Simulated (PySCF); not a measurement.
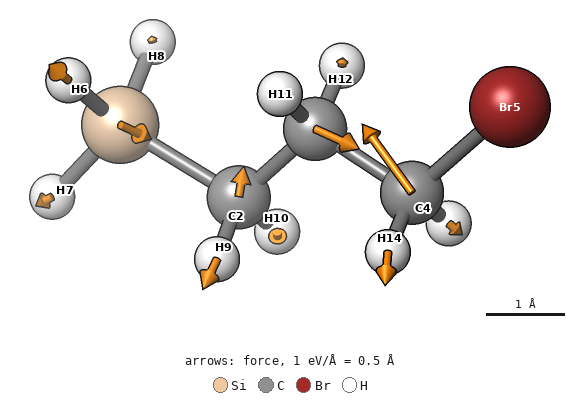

Starting geometry of C3H9BrSi with the computed forces as orange arrows. A ball-and-stick model, seen from a free direction.

The start comes from GFN2-xTB. Its atoms were then displaced at random by about 0.01 Å.

The calculation used PBE0-D3(BJ)/def2-SVP geometry optimisation, gas phase (PySCF 2.14.0, density-fitted response routines). 

What follows when this structure is relaxed?

It isn't relaxed: the largest force vector, on a C atom, is 2.36 eV/Å. The final displacements follow the starting forces only in part (cosine between the two patterns 0.43). The energy falls by 3.50 kcal/mol in 4 geometry steps. The atom that moves furthest after the best rigid fit is an H atom (0.085 Å). By element the largest moves are H 0.085 Å, C 0.042 Å, Br 0.024 Å, Si 0.017 Å. Near-neighbour distances that change, for instance: C–C 1.569 → 1.514 Å, H–Si 1.442 → 1.495 Å, C–H 1.069 → 1.098 Å, H–Si 1.467 → 1.495 Å. Among the angles between lasting bonds that change: H–C–H 112.4° → 108.6°, C–C–H 108.1° → 111.8°, C–C–H 108.9° → 111.9°.
